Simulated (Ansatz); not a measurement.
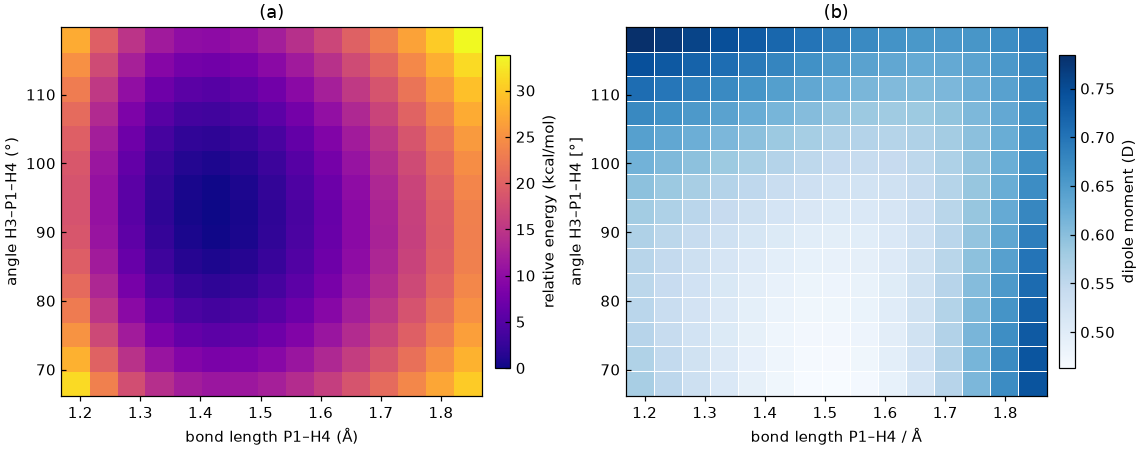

H3PS, SMILES PS. Coordinates scanned: (1) bond length P1–H4; (2) angle H3–P1–H4. Nothing is relaxed (all other coordinates rigid). The scan uses a 15 × 15 grid. Energies: kcal/mol, counted from the lowest grid point. Computed with RKS PBE0-D4/def2-TZVP (Ansatz).

Panel (a) is the energy; panel (b) is the computed dipole moment, in D.

Drawn: one coloured cell a grid point.

**How does the dipole moment vary over the map, and what is it at the lowest grid point?**

Leaving out the highest fifth of the energies, it runs from 0.46 D at bond length P1–H4 = 1.519 Å, angle H3–P1–H4 = 68.0° to 0.77 D at bond length P1–H4 = 1.239 Å, angle H3–P1–H4 = 118.0°. At the lowest grid point, bond length P1–H4 = 1.425 Å, angle H3–P1–H4 = 93.0°, it is 0.52 D.

```csv
"angle H3–P1–H4 ↓, bond length P1–H4 →",1.192,1.239,1.285,1.332,1.379,1.425,1.472,1.519,1.565,1.612,1.659,1.705,1.752,1.798,1.845
118.0,0.78,0.77,0.76,0.75,0.73,0.72,0.70,0.69,0.67,0.66,0.66,0.65,0.66,0.67,0.69
114.4,0.74,0.73,0.72,0.71,0.69,0.68,0.67,0.65,0.64,0.63,0.63,0.63,0.64,0.65,0.68
110.9,0.71,0.70,0.69,0.67,0.66,0.65,0.63,0.62,0.61,0.61,0.61,0.61,0.62,0.64,0.67
107.3,0.67,0.66,0.65,0.64,0.63,0.61,0.60,0.59,0.59,0.58,0.58,0.59,0.61,0.63,0.66
103.7,0.64,0.63,0.62,0.61,0.60,0.59,0.57,0.57,0.56,0.56,0.57,0.58,0.60,0.63,0.66
100.2,0.62,0.61,0.60,0.58,0.57,0.56,0.55,0.54,0.54,0.54,0.55,0.57,0.59,0.62,0.66
96.6,0.60,0.59,0.57,0.56,0.55,0.54,0.53,0.52,0.52,0.53,0.54,0.56,0.59,0.63,0.67
93.0,0.58,0.57,0.56,0.54,0.53,0.52,0.51,0.51,0.51,0.52,0.53,0.56,0.59,0.63,0.68
89.4,0.57,0.55,0.54,0.53,0.52,0.51,0.50,0.50,0.50,0.51,0.53,0.56,0.59,0.64,0.69
85.9,0.56,0.55,0.53,0.52,0.51,0.50,0.49,0.49,0.49,0.51,0.53,0.56,0.60,0.64,0.70
82.3,0.55,0.54,0.53,0.51,0.50,0.49,0.48,0.48,0.49,0.50,0.53,0.56,0.60,0.65,0.71
78.7,0.56,0.54,0.52,0.51,0.49,0.48,0.48,0.48,0.48,0.50,0.53,0.56,0.61,0.66,0.72
75.2,0.56,0.54,0.52,0.51,0.49,0.48,0.47,0.47,0.48,0.50,0.53,0.56,0.61,0.67,0.73
71.6,0.57,0.55,0.53,0.51,0.49,0.48,0.47,0.47,0.48,0.49,0.52,0.56,0.61,0.67,0.74
68.0,0.57,0.55,0.53,0.51,0.49,0.48,0.47,0.46,0.47,0.49,0.52,0.56,0.61,0.67,0.74
```
